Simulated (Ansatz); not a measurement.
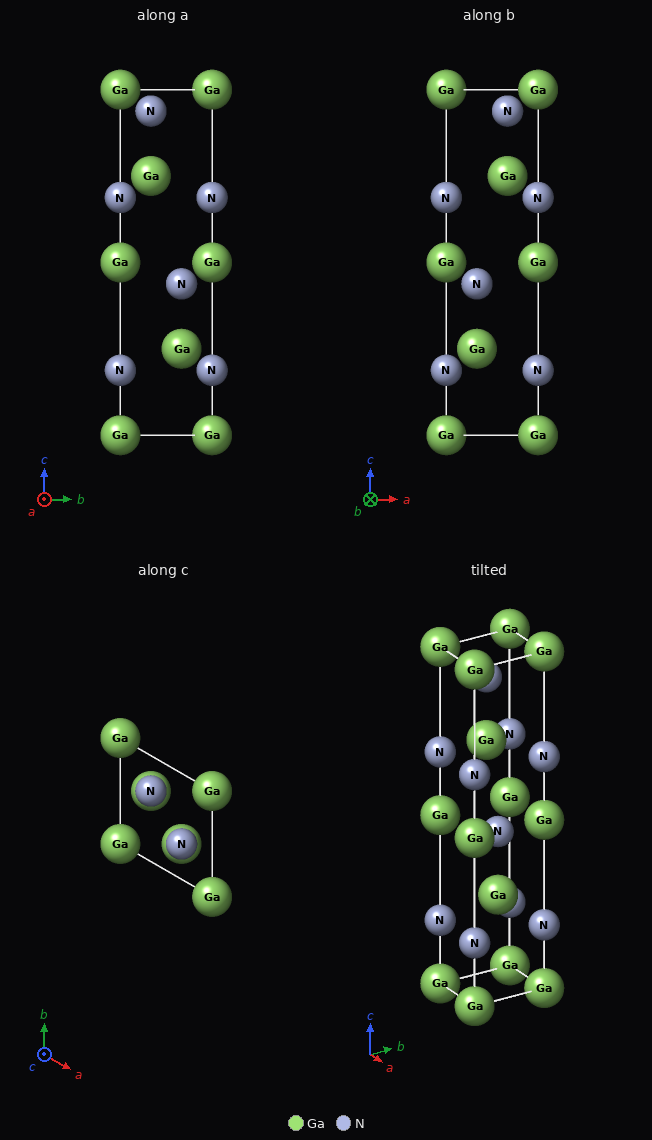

Spheres-only representation of a periodic structure, projected along the a axis, along the b axis, along the c axis and slightly off an axis. One conventional unit cell is framed, with atoms on its boundary repeated.

Lattice parameters: a = 3.217 Å, b = 3.217 Å, c = 10.495 Å, α = 90.00°, β = 90.00°, γ = 120.00°.

**Put the structure into a table of Wyckoff sites, with free fractional coordinates to two decimals.**

Space group P6_3mc (No. 186).
| atom | site | x | y | z |
| --- | --- | --- | --- | --- |
| Ga | 2a | 0.00 | 0.00 | 0.00 |
| Ga | 2b | 0.3333 | 0.6667 | 0.25 |
| N | 2a | 0.00 | 0.00 | 0.19 |
| N | 2b | 0.3333 | 0.6667 | 0.44 |

The structure comes from a structure type filled with these elements by a generator (whether the compound takes this form wasn't checked). It is drawn as it came out of a relaxation with DFT, PBE, plane waves, PAW in Ansatz.
